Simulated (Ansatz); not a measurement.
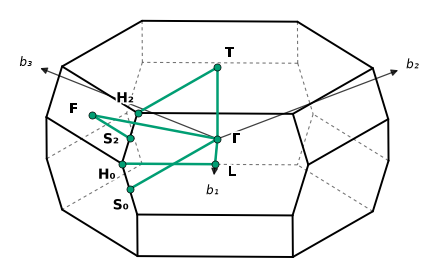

Crystal: Si₃Ge, the input geometry of an electronic-structure calculation (not necessarily at equilibrium); the starting structure was generated, so it need not be a known form of this composition. The figure shows the first Brillouin zone with its special points and a band path. Symmetry computed with spglib at a tolerance of 0.002 Å; standard conventional cell.

Labels and path follow the convention of Hinuma et al. (2017), as computed by seekpath; the arrows show the directions of the reciprocal primitive vectors b₁, b₂, b₃.

Which Bravais lattice has this zone?

Answer. A rhombohedral lattice (hR; extended symbol hR1). The zone is a truncated octahedron in its combinatorial type: 14 faces (6 with 4 edges, 8 with 6 edges), 36 edges, 24 vertices.

Write the standard path through the labelled points.

Answer. Γ–T–H₂ | H₀–L–Γ–S₀ | S₂–F–Γ
